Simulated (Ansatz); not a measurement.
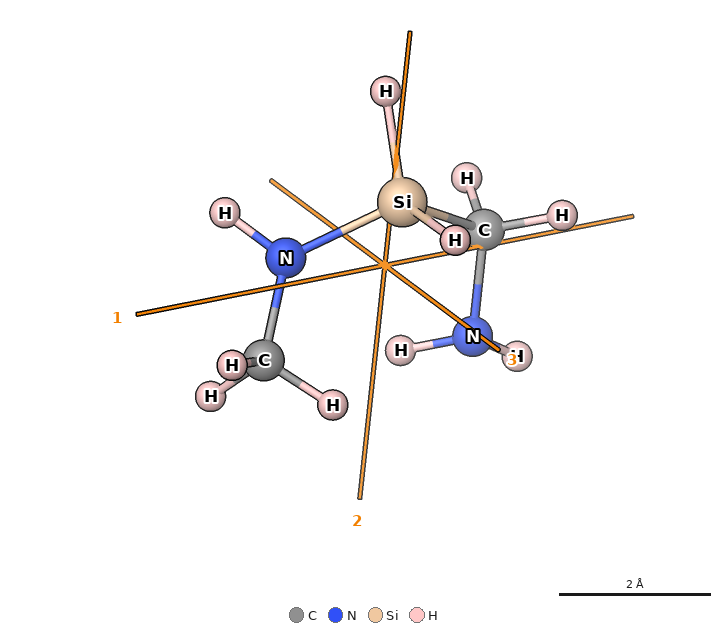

The three principal axes of inertia are drawn and numbered. Depth is shown by fading: the farther an atom, the more it takes the colour of the background. The computed structure is the end point of a PBE0-D4/def2-TZVP optimisation. No frequency run is at hand to confirm it as a minimum. Masses are those of the most abundant isotopes; constants are for the rigid equilibrium geometry.

Question: Which line is the a axis (least moment of inertia), which b and which c?

Answer: a is line 1, b is line 2, c is line 3; the moments are 95.1, 183, 252 u Å².

Question: Classify the rotor and give the rotational constants (cm⁻¹).

Answer: An asymmetric top (C1): A = 0.177, B = 0.0922, C = 0.0670 cm⁻¹. Ray's parameter κ is −0.54, nearer the prolate limit.
